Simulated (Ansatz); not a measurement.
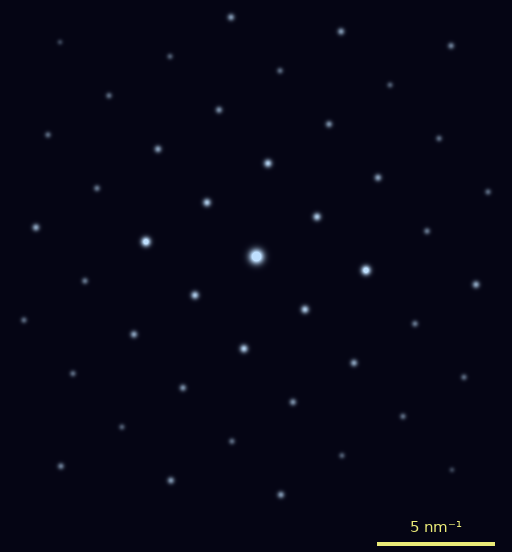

Simulated selected-area electron diffraction pattern (80 kV, kinematic approximation, thin crystal, B = 0.8 Å² for all atoms).

Describe the geometry of this pattern.

Answer. The spots form a centred rectangular net with both shortest vectors at d = 3.22 Å, 80.2° apart.

What is the point symmetry of the pattern, intensities included?

Answer. 2mm. A zero-layer kinematic pattern is always centrosymmetric (Friedel's law).

Which crystal and zone produced it?

Answer. This cannot be fixed from one zone alone; the pattern is [211] of La2AsH2, space group P-3m1 (No. 164), a = 4.21 Å, c = 6.87 Å (hexagonal axes). The net vectors are 0 1 -1 and -1 1 1. Structure: coordinates from a relaxation with DFT, PAW plane waves, pbe+U, spin-orbit in Ansatz 0.2.0; the starting structure was generated, so it need not be a known form of this composition.
